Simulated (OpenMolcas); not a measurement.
# One shape, several levels: triplet CH3FGeO

Wanted: a comparison of 6 runs (UBLYP/6-31G*, UM06-2X/6-31G*, UPBE0/6-31G*, USVWN5/6-31G*, UTPSS/6-31G*, UB3LYP/6-31G*) of triplet CH3FGeO. 

Program for the calculation: OpenMolcas 26.06.

1 further run of the same task is left out (set aside as unsound or not needed).

## 1. The system as given

CH3FGeO has 7 atoms, charge 0, and is taken as a triplet. As SMILES of the parent species, `C[O][Ge][F]`. The shape is that of a PBE0-D4/def2-TZVP optimisation. This is one conformer, not always the lowest. That shape belongs to the parent species and isn't relaxed for this state.

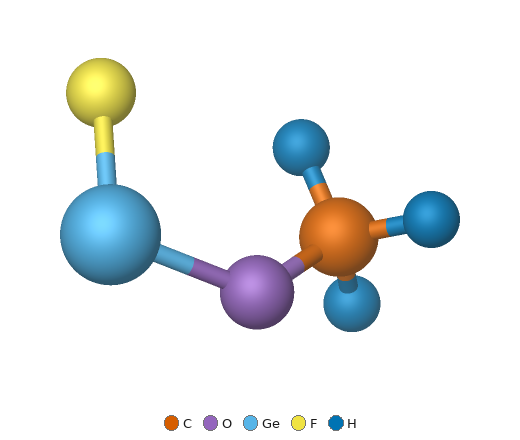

Viewed from a chosen angle; carbon orange, oxygen purple, germanium blue, fluorine yellow, hydrogen blue.

## 2. A single-point energy at UBLYP/6-31G(d) (spherical functions) (run 1)

Contents of coord.xyz:

```xyz
7

C     -0.504800     0.491500     0.394900
O      0.412400     0.624200    -0.671900
Ge     1.441700    -0.610700    -1.398400
F      0.967400    -1.990600    -0.400200
H     -0.548500    -0.532200     0.773800
H     -0.208000     1.161100     1.206600
H     -1.498700     0.788500     0.049700
```

Contents of mol.inp:

```
* CH3FGeO Kohn-Sham DFT
>>> EXPORT MOLCAS_PRINT=2

&gateway
 baslib
 $CurrDir
 coord
 coord.xyz
 basis
 6-31Gs
 group
 NoSym

&seward
 gridinput
 Grid=UltraFine
 End of Grid

&scf
 uhf
 spin
 3
 ksdft
 BLYP
 thresholds
 1e-10 1e-07 1e-07 1e-05
 prorbitals
 1 2
```

The basis set 6-31G* is read from a file made from the Basis Set Exchange's data (not shown).

On the command line:

```sh
export MOLCAS_MEM=1860
pymolcas mol.inp > mol.log
```

Log:

```text
--- Start Module: gateway ---
[...]
--- Stop Module: gateway /rc=_RC_ALL_IS_WELL_ ---
--- Start Module: seward ---
[...]
      Basis functions           80
--- Stop Module: seward /rc=_RC_ALL_IS_WELL_ ---
[...]
--- Start Module: scf ---
[...]
       Convergence after  30 Iterations
[...]
::    Total KS-DFT energy                           -2291.6181862814
[...]
      Total spin, S                                     1.0006185113
[...]
      Total electronic charge=   58.000000
      Total            charge=   -0.000000
[...]
      Dipole Moment (debye):
      Origin of the operator (angstrom)=    0.9942   -0.5297   -0.9274
                   X= -6.1509E-01               Y=  1.0507E+00               Z=  3.2032E-01           Total=  1.2589E+00
      Quadrupole Moment (debye*angstrom):
[...]
--- Stop Module: scf /rc=_RC_ALL_IS_WELL_ ---
[...]
```

It took 39 s on 1 thread of Intel Xeon 6975P-C (Granite Rapids), shared host; peak memory 0.45 GiB.

## 3. A single-point energy at UM06-2X/6-31G(d) (spherical functions) (run 2)

Contents of job.inp:

```
&GATEWAY
BasLib = $CurrDir
Coord
7
angstrom
C       -0.504800       0.491500       0.394900
O        0.412400       0.624200      -0.671900
Ge       1.441700      -0.610700      -1.398400
F        0.967400      -1.990600      -0.400200
H       -0.548500      -0.532200       0.773800
H       -0.208000       1.161100       1.206600
H       -1.498700       0.788500       0.049700
Basis = 6-31Gs
Group = NoSym
&SEWARD
GridInput
Grid=UltraFine
End of Grid
&SCF
UHF
Spin = 3
KSDFT = M062X
Thresholds = 1e-10 1e-07 1e-07 1e-05
PrOrbitals = 1
```

The basis set 6-31G* is read from a file made from the Basis Set Exchange's data (not shown).

On the command line:

```sh
export MOLCAS_MEM=1860
pymolcas job.inp > job.log
```

Log:

```text
--- Start Module: gateway ---
[...]
--- Stop Module: gateway /rc=_RC_ALL_IS_WELL_ ---
--- Start Module: seward ---
[...]
      Basis functions           80
--- Stop Module: seward /rc=_RC_ALL_IS_WELL_ ---
[...]
--- Start Module: scf ---
[...]
       Convergence after  23 Iterations
[...]
::    Total KS-DFT energy                           -2291.5237068441
[...]
      Total spin, S                                     1.0018896091
[...]
      Total electronic charge=   58.000000
      Total            charge=   -0.000000
[...]
      Dipole Moment (debye):
      Origin of the operator (angstrom)=    0.9942   -0.5297   -0.9274
                   X=  3.5608E-01               Y=  6.7091E-01               Z= -6.2756E-01           Total=  9.8526E-01
      Quadrupole Moment (debye*angstrom):
[...]
--- Stop Module: scf /rc=_RC_ALL_IS_WELL_ ---
[...]
```

Wall time 45 s (1 thread of Intel Xeon 6975P-C (Granite Rapids), shared host); peak memory 0.45 GiB.

## 4. The energy at UPBE0/6-31G(d) (spherical functions) (run 3)

Contents of mol.inp:

```
&GATEWAY
  BasLib
  $CurrDir
  Coord
  7
  angstrom
  C       -0.504800       0.491500       0.394900
  O        0.412400       0.624200      -0.671900
  Ge       1.441700      -0.610700      -1.398400
  F        0.967400      -1.990600      -0.400200
  H       -0.548500      -0.532200       0.773800
  H       -0.208000       1.161100       1.206600
  H       -1.498700       0.788500       0.049700
  Basis
  6-31Gs
  Group
  NoSym

&SEWARD
  GridInput
  Grid=UltraFine
  End of Grid

&SCF
  UHF
  Spin
  3
  KSDFT
  PBE0
  Thresholds
  1e-10 1e-07 1e-07 1e-05
  PrOrbitals
  1
```

The basis set 6-31G* is read from a file made from the Basis Set Exchange's data (not shown).

On the command line:

```sh
export MOLCAS_MEM=1860
pymolcas mol.inp > mol.log
```

Log:

```text
--- Start Module: gateway ---
[...]
--- Stop Module: gateway /rc=_RC_ALL_IS_WELL_ ---
--- Start Module: seward ---
[...]
      Basis functions           80
--- Stop Module: seward /rc=_RC_ALL_IS_WELL_ ---
[...]
--- Start Module: scf ---
[...]
       Convergence after  22 Iterations
[...]
::    Total KS-DFT energy                           -2291.1160936449
[...]
      Total spin, S                                     1.0011151544
[...]
      Total electronic charge=   58.000000
      Total            charge=   -0.000000
[...]
      Dipole Moment (debye):
      Origin of the operator (angstrom)=    0.9942   -0.5297   -0.9274
                   X=  3.4738E-02               Y=  7.8477E-01               Z= -3.0943E-01           Total=  8.4429E-01
      Quadrupole Moment (debye*angstrom):
[...]
--- Stop Module: scf /rc=_RC_ALL_IS_WELL_ ---
[...]
```

Wall time 28 s (1 thread of Intel Xeon 6975P-C (Granite Rapids), shared host); peak memory 0.45 GiB.

Runs 4 to 5 aren't shown in full; the table further down has their settings and results.

## 5. The energy at UB3LYP/6-31G(d) (Cartesian functions) (run 6)

Contents of struct.xyz:

```xyz
7

C     -0.504800     0.491500     0.394900
O      0.412400     0.624200    -0.671900
Ge     1.441700    -0.610700    -1.398400
F      0.967400    -1.990600    -0.400200
H     -0.548500    -0.532200     0.773800
H     -0.208000     1.161100     1.206600
H     -1.498700     0.788500     0.049700
```

Contents of mol.input:

```
&gateway
baslib=$CurrDir
coord=struct.xyz
basis=6-31Gs
group=NoSym
&seward
gridinput
Grid=UltraFine
End of Grid
&scf
uhf
spin=3
ksdft=B3LYP
thresholds=1e-10 1e-07 1e-07 1e-05
prorbitals=1 1
```

The basis set 6-31G* is read from a file made from the Basis Set Exchange's data (not shown).

On the command line:

```sh
export MOLCAS_MEM=1860
pymolcas mol.input > mol.log
```

Log:

```text
--- Start Module: gateway ---
[...]
--- Stop Module: gateway /rc=_RC_ALL_IS_WELL_ ---
--- Start Module: seward ---
[...]
      Basis functions           86
--- Stop Module: seward /rc=_RC_ALL_IS_WELL_ ---
[...]
--- Start Module: scf ---
[...]
       Convergence after  26 Iterations
[...]
::    Total KS-DFT energy                           -2291.6532525513
[...]
      Total spin, S                                     1.0011066357
[...]
      Total electronic charge=   58.000000
      Total            charge=   -0.000000
[...]
      Dipole Moment (debye):
      Origin of the operator (angstrom)=    0.9942   -0.5297   -0.9274
                   X= -1.7550E-01               Y=  9.0916E-01               Z= -1.1861E-01           Total=  9.3351E-01
      Quadrupole Moment (debye*angstrom):
[...]
--- Stop Module: scf /rc=_RC_ALL_IS_WELL_ ---
[...]
```

Wall time 38 s (1 thread of Intel Xeon 6975P-C (Granite Rapids), shared host); peak memory 0.47 GiB.

## 6. Overview of the runs

| run | level | Cartesian functions | energy (Eh) | dipole moment (D) | HOMO energy (eV) | ⟨S²⟩ | wall time |
| --- | --- | --- | --- | --- | --- | --- | --- |
| 1 | UBLYP/6-31G* (spherical functions) | no | -2291.618186 | 1.26 | -2.83 | 2.002 | 39 s |
| 2 | UM06-2X/6-31G* (spherical functions) | no | -2291.523707 | 0.99 | -5.55 | 2.006 | 45 s |
| 3 | UPBE0/6-31G* (spherical functions) | no | -2291.116094 | 0.84 | -4.46 | 2.003 | 28 s |
| 4 | USVWN5/6-31G* (spherical functions) | no | -2286.904659 | 1.30 | -3.10 | 2.002 | 22 s |
| 5 | UTPSS/6-31G* (spherical functions) | no | -2291.601140 | 0.95 | -3.31 | 2.003 | 53 s |
| 6 | UB3LYP/6-31G* (Cartesian functions) | yes | -2291.653253 | 0.93 | -4.04 | 2.003 | 38 s |

## 7. Summary of results

| quantity | value |
| --- | --- |
| run 6: total energy | -2291.65325 Eh |
| run 6: dipole moment | 0.93 D |
| run 6: HOMO energy (highest over α and β) | -4.04 eV |
| run 6: ⟨S²⟩ | 2.003 |

What this shows: The dipole moment (its size) runs from 0.84 D (UPBE0/6-31G*) to 1.30 D (USVWN5/6-31G*). Totals of different functionals can't be ranked against each other. All runs together took 3.8 min, the longest 53 s.
